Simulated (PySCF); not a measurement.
# Si3H8 (trisilane): r2SCAN/6-31G(d) (spherical functions)

Aim: the energy change on altering one bond length of Si3H8 (trisilane) at r2SCAN/6-31G* (spherical functions), from 2 runs. 

Program for the calculation: PySCF 2.14.0.

1 further run of the same task is left out (set aside as unsound or not needed).

### Step 1. Starting point

Si3H8 has 11 atoms, charge 0, and is taken as a singlet. As SMILES, `[SiH3][SiH2][SiH3]`. The coordinates come from a PBE0-D4/def2-TZVP relaxation.

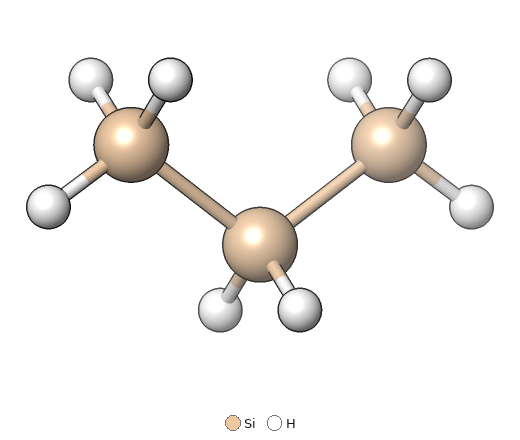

Viewed from a chosen angle; silicon light orange, hydrogen white.

### Step 2. A single-point energy at r2SCAN/6-31G(d) (spherical functions)

Input file calc.py:

```python
# [SiH3][SiH2][SiH3]
from pyscf import gto, dft

molecule = gto.M(
    atom='''
Si      -1.292570       1.366730      -0.525270
Si      -0.462570      -0.807300      -0.296320
Si       1.631930      -0.774400       0.742750
H       -2.625850       1.367720      -1.185120
H       -0.354030       2.180440      -1.344070
H       -1.422540       2.000090       0.814640
H       -0.343400      -1.440160      -1.640160
H       -1.410380      -1.620800       0.516390
H        1.515950      -0.154940       2.090430
H        2.583820       0.031780      -0.068050
H        2.179610      -2.149160       0.894770
''',
    verbose=4,
    charge=0,
    basis='6-31g*',
    max_memory=1860,
)

myscf = dft.RKS(molecule)
myscf.xc = 'r2scan'
myscf.conv_tol = 1e-10
myscf.grids.level = 5
myscf.kernel()
if not myscf.converged:
    myscf = myscf.newton().run(myscf.mo_coeff, myscf.mo_occ)

e_tot = myscf.e_tot
print(f'total energy: {e_tot:.8f} hartree')
```

The run is started by

```bash
$ OMP_NUM_THREADS=1 python calc.py
```

Output:

```text
PySCF version 2.14.0

[... 80 lines left out ...]
converged SCF energy = -873.123159744851
total energy: -873.12315974 hartree
```

Wall time 31 s (1 thread of Arm Neoverse V1, shared host); peak memory 0.4 GiB.

### Step 3. The distorted shape, same level

Input file job.py:

```python
from pyscf import gto, dft

mol = gto.M(
    atom='''
Si    -1.417083     1.692868    -0.559616
Si    -0.462570    -0.807300    -0.296320
Si     1.631930    -0.774400     0.742750
H     -2.750363     1.693858    -1.219466
H     -0.478543     2.506578    -1.378416
H     -1.547053     2.326228     0.780294
H     -0.343400    -1.440160    -1.640160
H     -1.410380    -1.620800     0.516390
H      1.515950    -0.154940     2.090430
H      2.583820     0.031780    -0.068050
H      2.179610    -2.149160     0.894770
''',
    basis='6-31g*',
    max_memory=1860,
    verbose=3,
    spin=0,
)

mf = dft.RKS(mol)
mf.xc = 'r2scan'
mf.conv_tol = 1e-10
mf.grids.level = 5
mf.kernel()
if not mf.converged:
    mf = mf.newton().run(mf.mo_coeff, mf.mo_occ)

energy = mf.e_tot
print('Final energy', energy)
```

The run is started by

```bash
$ OMP_NUM_THREADS=1 python job.py
```

Output:

```text
converged SCF energy = -873.10721732024
Final energy -873.1072173202398
```

Wall time 30 s (1 thread of Arm Neoverse V1, shared host); peak memory 0.4 GiB.

### Step 4. Results

Level: r2SCAN/6-31G* (spherical functions).

```
                                                           quantity          value
                                          first shape: total energy  -873.12316 Eh
                                         first shape: dipole moment         0.06 D
                                           first shape: HOMO energy       -7.19 eV
                                           first shape: LUMO energy       -0.37 eV
                                         first shape: HOMO–LUMO gap        6.82 eV
                                      distorted shape: total energy  -873.10722 Eh
                                     distorted shape: dipole moment         0.04 D
                                       distorted shape: HOMO energy       -6.84 eV
                                       distorted shape: LUMO energy       -1.17 eV
                                     distorted shape: HOMO–LUMO gap        5.67 eV
energy change with the Si1–Si2 bond stretched from 2.338 to 2.689 Å       0.434 eV
```

What this shows: With the Si1–Si2 bond stretched from 2.338 to 2.689 Å the energy rises by 0.43 eV (10.0 kcal/mol). The first shape isn't relaxed at this level, so the change isn't measured from a minimum.
